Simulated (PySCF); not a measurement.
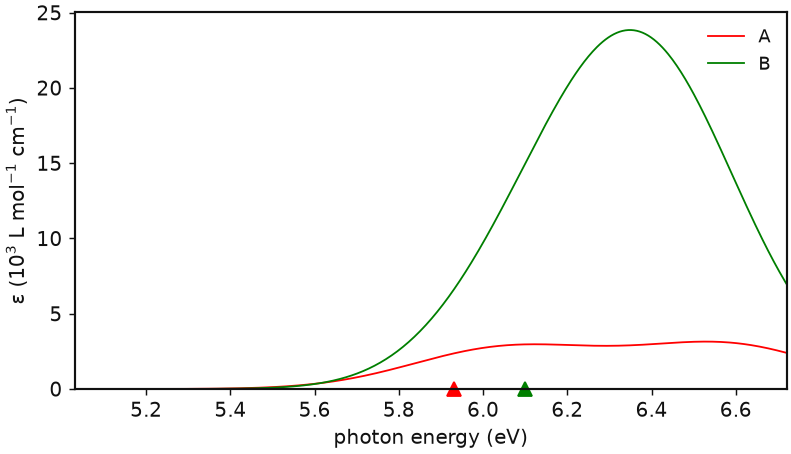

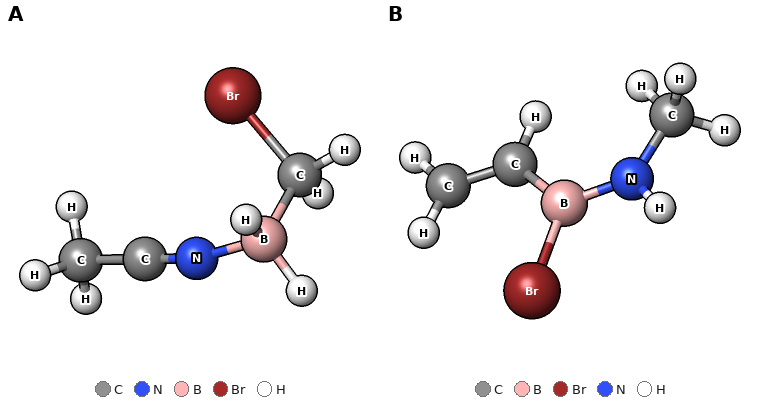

Related molecules: A is C₃H₇BBrN, SMILES CC#[N+][BH2-]CBr; B is C₃H₇BBrN, SMILES C=CB(Br)NC. Vertical TDDFT absorption, CAM-B3LYP/def2-SVPD with PySCF 2.14.0, at a GFN2-xTB geometry (no frequency check); Gaussians of 1/e half-width 0.30 eV, triangles mark S1, and the range ends where the computed states of one molecule run out.

> How does the lowest singlet move?

A: 5.93 eV (f = 0.005, mixed, the largest part being HOMO → LUMO+3 (38 %)) (S2 lies within 0.06 eV, too close to order); B: 6.10 eV (f = 0.002, mainly HOMO−2 → LUMO (83 %)) (S2 lies within 0.06 eV, too close to order). From A to B it shifts 0.17 eV to the blue; the leading orbital pair differs.

> And the brightest state of each within the range drawn?

A: S3 at 6.05 eV, f = 0.02; B: S3 at 6.40 eV, f = 0.36.

Limits of at least one run: core orbitals are frozen in the response; one conformer of a flexible molecule; spin-orbit coupling is left out, and with Br it can shift these levels and split any degenerate set; the tight-binding geometry is rougher than a DFT one and adds to the error.
